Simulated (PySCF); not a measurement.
# C3H10O2Si2: a tour of settings, part 2 of 2

PySCF 2.14.0. Atoms count from 0. Earlier steps stand in the parts before.

### Step 6. J couplings: PBE/cc-pVDZ

What the job is given:

```
{"job": {"kind": "j", "xc": "PBE", "basis": "cc-pVDZ", "scf": {"aux": "def2-universal-jkfit"}}, "charge": 0, "multiplicity": 1}
C     -1.896617     1.051064     0.559027
O     -1.276429    -0.086418     1.092864
C     -0.996906    -1.059870     0.116613
C      0.063360    -2.092447     0.561030
Si     0.642909    -0.962034    -0.820463
O      1.654918     0.247171    -0.465889
Si     2.103956     1.448208     0.543418
H     -2.874235     0.803086     0.124769
H     -2.032765     1.752401     1.380329
H     -1.275759     1.509997    -0.221455
H     -1.907593    -1.474461    -0.321033
H      0.417214    -1.940236     1.571741
H     -0.202570    -3.124648     0.383027
H      0.871167    -1.336421    -2.193750
H      1.559978     2.675257    -0.038805
H      1.580297     1.205145     1.881850
H      3.562078     1.396238     0.486279
```

With the program's defaults for keys left out, this is: PBE/cc-pVDZ indirect spin-spin coupling, non-relativistic, gas phase.

What it wrote:

```text
final grid: 133616 points
cycle   1  E = -848.8970307283  dE =  8.716e-01  |g| = 1.047e+00  |ddm| = 7.818e+00
cycle   2  E = -847.9095700613  dE =  9.875e-01  |g| = 2.373e+00  |ddm| = 4.802e+00
cycle   3  E = -849.1114897264  dE = -1.202e+00  |g| = 2.310e-01  |ddm| = 3.464e+00
cycle   4  E = -849.1186983327  dE = -7.209e-03  |g| = 1.557e-01  |ddm| = 5.739e-01
cycle   5  E = -849.1248061503  dE = -6.108e-03  |g| = 3.731e-02  |ddm| = 3.005e-01
cycle   6  E = -849.1251819893  dE = -3.758e-04  |g| = 1.680e-02  |ddm| = 8.581e-02
cycle   7  E = -849.1252423962  dE = -6.041e-05  |g| = 4.047e-03  |ddm| = 2.689e-02
cycle   8  E = -849.1252458087  dE = -3.412e-06  |g| = 1.148e-03  |ddm| = 7.597e-03
cycle   9  E = -849.1252460756  dE = -2.669e-07  |g| = 3.305e-04  |ddm| = 2.037e-03
cycle  10  E = -849.1252461025  dE = -2.691e-08  |g| = 9.695e-05  |ddm| = 6.909e-04
cycle  11  E = -849.1252461033  dE = -7.649e-10  |g| = 8.140e-05  |ddm| = 3.042e-04
cycle  12  E = -849.1252461050  dE = -1.751e-09  |g| = 6.506e-06  |ddm| = 1.480e-04
cycle  13  E = -849.1252461050  dE = -7.049e-12  |g| = 3.317e-06  |ddm| = 1.935e-05
converged SCF energy = -849.1252461050

Indirect spin-spin couplings (Hz)
  i      j    bonds     total        FC       PSO       DSO        SD
  0 C    1 O    1     15.793    16.199    -0.279    -0.128         -
  0 C    2 C    2     -1.507    -1.214    -0.296     0.003         -
  0 C    3 C    3      5.821     5.937    -0.033    -0.083         -
  0 C    4 Si   3     -2.591    -2.595     0.024     0.006    -0.026
  0 C    7 H    1    135.045   134.112     0.085     0.847         -
  0 C    8 H    1    130.985   130.096     0.065     0.824         -
  0 C    9 H    1    132.637   131.694     0.027     0.917         -
  0 C   10 H    3      0.783     0.789     0.018    -0.024         -
  0 C   11 H    4     -0.376    -0.290     0.204    -0.291         -
  0 C   12 H    4      0.474     0.596     0.241    -0.363         -
  0 C   13 H    4      0.342     0.488     0.080    -0.226         -
  0 C   14 H    6      0.297     0.234    -0.083     0.146         -
  1 O    2 C    1     21.458    21.415     0.208    -0.165         -
  1 O    3 C    2     -6.903    -7.027     0.144    -0.019         -
  1 O    4 Si   2      2.051     2.799    -0.585     0.005    -0.168
  1 O    6 Si   4      0.463     0.452     0.025     0.011    -0.024
  1 O    7 H    2     -2.529    -1.985    -0.656     0.112         -
  1 O    8 H    2    -12.121   -11.536    -0.635     0.050         -
  1 O    9 H    2     -2.526    -1.885    -0.721     0.080         -
  1 O   10 H    2     -2.950    -2.411    -0.610     0.071         -
  1 O   11 H    3     -4.112    -3.862    -0.091    -0.158         -
  1 O   12 H    3     -3.444    -3.501    -0.111     0.167         -
  1 O   13 H    3      0.198    -0.002    -0.025     0.225         -
  1 O   15 H    5     -0.272    -0.232     0.147    -0.187         -
  2 C    3 C    1     20.488    20.450    -0.236     0.274         -
  2 C    4 Si   1    -36.790   -38.368     1.145    -0.145     0.577
  2 C    5 O    2     -0.627    -0.555    -0.080     0.007         -
  2 C    6 Si   3      0.186     0.165    -0.004     0.017     0.009
  2 C    7 H    3      1.598     1.565    -0.057     0.090         -
  2 C    8 H    3     10.968    11.162     0.322    -0.516         -
  2 C    9 H    3      2.641     2.543    -0.071     0.169         -
  2 C   10 H    1    154.795   153.770    -0.241     1.266         -
  2 C   11 H    2     -2.258    -2.594     0.339    -0.003         -
  2 C   12 H    2      0.203     0.014     0.228    -0.040         -
  2 C   13 H    2      4.004     4.241     0.082    -0.318         -
  2 C   16 H    4      0.299     0.492     0.083    -0.277         -
  3 C    4 Si   1    -32.829   -34.427     1.193    -0.116     0.521
  3 C    5 O    2     -1.055    -0.926    -0.145     0.016         -
  3 C    6 Si   3      0.125     0.117    -0.030     0.021     0.016
  3 C    7 H    4     -0.248    -0.158     0.192    -0.281         -
  3 C    8 H    4      0.259     0.354     0.222    -0.317         -
  3 C    9 H    4     -0.292    -0.207     0.149    -0.234         -
  3 C   10 H    2     -0.985    -1.106     0.235    -0.114         -
  3 C   11 H    1    151.123   149.509     0.639     0.975         -
  3 C   12 H    1    147.376   145.712     0.762     0.902         -
  3 C   13 H    2      3.311     3.593     0.127    -0.409         -
  3 C   14 H    4      0.311     0.463     0.100    -0.252         -
  3 C   16 H    4     -0.200    -0.084     0.056    -0.172         -
  4 Si   5 O    1    -13.749    -8.915    -4.905     0.083    -0.012
  4 Si   6 Si   2     -6.497    -6.468    -0.113    -0.047     0.131
  4 Si   7 H    4     -1.312    -1.272    -0.036     0.108    -0.111
  4 Si   8 H    4      0.251     0.178    -0.117     0.192    -0.001
  4 Si   9 H    4     -0.822    -0.825     0.148    -0.188     0.043
  4 Si  10 H    2     -3.271    -3.396    -0.062     0.111     0.076
  4 Si  11 H    2      3.737     3.569    -0.113     0.111     0.170
  4 Si  12 H    2      2.139     2.114    -0.199     0.143     0.082
  4 Si  13 H    1   -264.043  -264.251     1.034    -0.427    -0.399
  4 Si  14 H    3     -1.010    -1.034    -0.113     0.176    -0.038
  4 Si  15 H    3     -0.184    -0.210    -0.042     0.075    -0.007
  4 Si  16 H    3     -3.869    -3.896    -0.156     0.247    -0.065
  5 O    6 Si   1     -9.191    -5.386    -4.199     0.068     0.326
  5 O   10 H    3      0.053    -0.106    -0.058     0.217         -
  5 O   11 H    3     -0.823    -0.701    -0.095    -0.027         -
  5 O   12 H    3     -0.811    -0.906    -0.123     0.218         -
  5 O   13 H    2    -14.428   -14.422    -0.091     0.085         -
  5 O   14 H    2     -5.288    -5.292    -0.062     0.066         -
  5 O   15 H    2     -1.697    -1.737    -0.071     0.111         -
  5 O   16 H    2     -7.946    -7.947    -0.042     0.044         -
  6 Si   9 H    6     -0.187    -0.183     0.119    -0.174     0.051
  6 Si  13 H    3     -4.887    -4.990    -0.141     0.307    -0.063
  6 Si  14 H    1   -189.202  -189.653     1.210    -0.294    -0.464
  6 Si  15 H    1   -190.522  -190.839     1.108    -0.310    -0.482
  6 Si  16 H    1   -193.887  -194.343     1.225    -0.280    -0.490
  7 H    8 H    2     -7.671    -7.168     1.915    -2.417         -
  7 H    9 H    2     -6.326    -6.011     1.729    -2.044         -
  7 H   10 H    4      1.133     0.577    -0.865     1.421         -
  7 H   11 H    5     -0.380    -0.029     0.880    -1.231         -
  7 H   12 H    5     -0.286    -0.015     0.648    -0.920         -
  7 H   13 H    5     -0.248     0.126     0.310    -0.684         -
  7 H   16 H    7     -0.628    -0.045     0.528    -1.110         -
  8 H    9 H    2     -7.929    -7.517     1.829    -2.241         -
  8 H   10 H    4     -0.999    -0.486     1.244    -1.758         -
  8 H   11 H    5     -0.269    -0.077     0.548    -0.739         -
  8 H   12 H    5     -0.175     0.243     0.928    -1.346         -
  8 H   13 H    5     -0.695    -0.073     0.642    -1.264         -
  8 H   14 H    7      0.320     0.032    -0.169     0.457         -
  8 H   15 H    7      0.466     0.042    -0.324     0.749         -
  8 H   16 H    7     -0.586     0.005     0.281    -0.872         -
  9 H   10 H    4      0.831     0.844     0.513    -0.526         -
  9 H   11 H    5     -0.307    -0.028     0.644    -0.923         -
  9 H   12 H    5     -0.406     0.046     0.858    -1.311         -
  9 H   14 H    7      0.920     0.125    -0.988     1.784         -
  9 H   15 H    7      0.341     0.060    -0.321     0.602         -
  9 H   16 H    7     -0.745     0.013     0.119    -0.877         -
 10 H   11 H    3      1.639     2.205     1.532    -2.098         -
 10 H   12 H    3      7.653     7.240     0.127     0.285         -
 10 H   13 H    3     -1.353    -1.006     0.229    -0.575         -
 10 H   14 H    5     -0.381    -0.023     0.489    -0.847         -
 10 H   15 H    5     -0.278     0.034     0.655    -0.967         -
 10 H   16 H    5     -0.399     0.276     0.596    -1.271         -
 11 H   12 H    2    -10.158    -9.946     2.164    -2.376         -
 11 H   13 H    3     -1.355     0.023     0.909    -2.287         -
 11 H   14 H    5     -0.601    -0.053     0.268    -0.816         -
 11 H   15 H    5      0.762     0.071    -0.717     1.409         -
 11 H   16 H    5     -0.212     0.047     0.034    -0.294         -
 12 H   13 H    3      0.137     0.510     0.311    -0.685         -
 12 H   14 H    5     -0.606     0.000     0.594    -1.199         -
 12 H   15 H    5     -0.229    -0.017     0.499    -0.710         -
 12 H   16 H    5     -0.483    -0.022     0.457    -0.917         -
 13 H   14 H    4     -0.674    -0.136     0.328    -0.866         -
 13 H   15 H    4     -0.907     0.143     0.529    -1.579         -
 13 H   16 H    4     -0.596    -0.064     0.364    -0.896         -
 14 H   15 H    2      7.069     8.729     0.392    -2.052         -
 14 H   16 H    2      6.415     8.174     0.483    -2.243         -
 15 H   16 H    2      7.199     8.964     0.450    -2.215         -
```

Wall time 39 s (1 thread of Intel Xeon Platinum 8488C, shared host); peak memory 0.5 GiB.

The basis is not made for couplings: without tight functions at the nuclei these values are rough.

A choice of the couplings up to four bonds, sorted by the number of bonds, with means over like pairs; isotopes 13C, 1H, 17O, 29Si:

| pair | bonds | J (Hz) | Fermi contact (Hz) | dihedral (°) |
| --- | --- | --- | --- | --- |
| Si4–H13 | 1 | -264.0 | -264.3 | – |
| Si6–H14 | 1 | -191.2 | -191.6 | – |
| C2–H10 | 1 | 154.8 | 153.8 | – |
| C3–H11 | 1 | 151.1 | 149.5 | – |
| C3–H12 | 1 | 147.4 | 145.7 | – |
| C0–H7 | 1 | 132.9 | 132.0 | – |
| C2–Si4 | 1 | -36.8 | -38.4 | – |
| C3–Si4 | 1 | -32.8 | -34.4 | – |
| O1–C2 | 1 | 21.5 | 21.4 | – |
| O5–H13 | 2 | -14.4 | -14.4 | – |
| H11–H12 | 2 | -10.2 | -9.9 | – |
| H7–H8 | 2 | -7.3 | -6.9 | – |
| O1–C3 | 2 | -6.9 | -7.0 | – |
| H14–H15 | 2 | 6.9 | 8.6 | – |
| Si4–Si6 | 2 | -6.5 | -6.5 | – |
| O1–H7 | 2 | -5.7 | -5.1 | – |
| O5–H14 | 2 | -5.0 | -5.0 | – |
| C2–H13 | 2 | 4.0 | 4.2 | – |
| H10–H12 | 3 | 7.7 | 7.2 | 1 |
| C0–C3 | 3 | 5.8 | 5.9 | 161 |
| C2–H7 | 3 | 5.1 | 5.1 | – |
| Si6–H13 | 3 | -4.9 | -5.0 | 167 |
| O1–H11 | 3 | -4.1 | -3.9 | 2 |
| O1–H12 | 3 | -3.4 | -3.5 | 132 |
| C0–Si4 | 3 | -2.6 | -2.6 | 88 |
| Si4–H14 | 3 | -1.7 | -1.7 | – |
| H10–H11 | 3 | 1.6 | 2.2 | -130 |

Means hide unlike values in this fixed geometry: O1–H7 from -12.1 to -2.5 Hz; O5–H14 from -7.9 to -1.7 Hz; C2–H7 from 1.6 to 11.0 Hz. They hold only if the pairs exchange fast.

The spin-dipole term was solved for some atoms only; pairs without it lack that part.

The response was solved for the nuclei of C, H, Si alone, so couplings that need other nuclei can be missing.

Quadrupole couplings from the field gradients of the same density:

| atom | isotope | eQq/h (MHz) | η |
| --- | --- | --- | --- |
| O1 | 17O | 10.9 | 0.94 |
| O5 | 17O | -6.085 | 0.21 |

Joined with the shifts from before (PBE0/pcSseg-1, scaled to CDCl3 for protons on carbon, raw for the others), the couplings predict the line list below for 600 MHz.

1H NMR δ 5.04 (s, 3H), 4.86 (t, J = 1.4 Hz, 1H), 3.49 (s, 3H), 3.46 (dt, J = 7.7, 1.5 Hz, 1H), 1.31 (dt, J = 10.2, 1.5 Hz, 1H), 1.01 (dd, J = 10.2, 7.7 Hz, 1H).

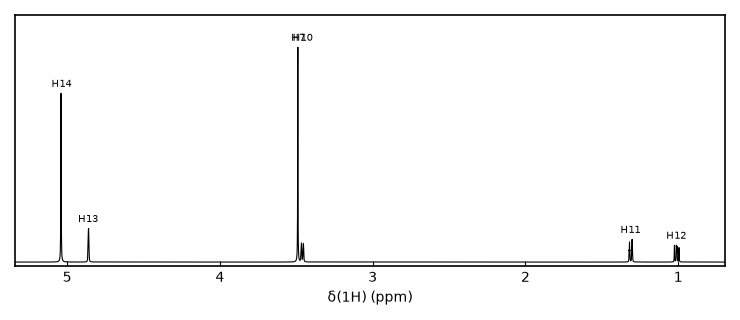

Simulated proton spectrum at 600 MHz, by exact diagonalisation of each spin system; lines 1.2 Hz wide, exchangeable protons uncoupled.

### Step 7. Run by run: NMR shifts

Isotropic shieldings (ppm) of some atoms, chosen among heavy atoms and hydrogens apart, with basis size and wall time:

| run | C2 | C0 | H11 | H12 | O1 | Si6 | Si4 | functions | time |
| --- | --- | --- | --- | --- | --- | --- | --- | --- | --- |
| PBE0/pcSseg-1 | 120.4 | 123.1 | 30.44 | 30.75 | 311.2 | 387.0 | 427.1 | 183 | 38 s |
| wB97X-D/cc-pVDZ in chloroform | 137.2 | 139.2 | 30.81 | 31.00 | 325.1 | 452.1 | 492.5 | 156 | 33 s |

### Step 8. What came out

This closing draws on all 2 parts.

```
                                                              quantity                                            value
                                13C shifts against TMS (PBE0/pcSseg-1)                             66.5, 63.9, 10.2 ppm
1H shifts against TMS (PBE0/pcSseg-1, means over atoms taken as alike)           5.04, 4.86, 3.59, 3.56, 1.28, 0.96 ppm
                                17O shifts against H2O (PBE0/pcSseg-1)                                  24.9, -25.0 ppm
                               29Si shifts against TMS (PBE0/pcSseg-1)                                 -37.8, -77.9 ppm
                                       lowest singlet (PBE0/def2-SVPD)                      4.93 eV (251 nm), f = 0.004
                              brightest single state of those computed                      state 2, 5.89 eV, f = 0.083
                                                        lowest triplet                                          4.60 eV
                           largest coupling of the table (PBE/cc-pVDZ)                      1J(Si,H) Si4–H13, -264.0 Hz
                                         range of the shielding of Si4                               427.1 to 492.5 ppm
                                         property runs in this session  5, of which 1 failed and 0 gave unsound results
```

**Reading.** Single values in the summary come from the first sound run of each kind (PBE0/pcSseg-1; PBE0/def2-SVPD; PBE/cc-pVDZ), which need not be the best level. At PBE0/pcSseg-1: The widest tensor belongs to Si4: span 336 ppm, with a paramagnetic part of -454 ppm. The first singlet state (HOMO→LUMO 0.95) lies at 4.93 eV and is weak; of the 6 states computed, the strongest absorption comes from state 2 at 5.89 eV. The lowest triplet lies 0.33 eV below the lowest singlet (triplets in Tamm-Dancoff, singlets in full TDDFT). In the run at PBE/cc-pVDZ, the largest coupling of the table is Si4–H13, -264.0 Hz, of which the Fermi-contact term gives -264.3 Hz. Couplings across rotatable bonds belong to this one conformer; where others are populated, the observed values are averages. In ppm, Si4 moves most: its shielding spreads over 65.4 ppm, from 427.1 (PBE0/pcSseg-1) to 492.5 (wB97X-D/cc-pVDZ in chloroform). Couplings from bases without tight functions are rough.
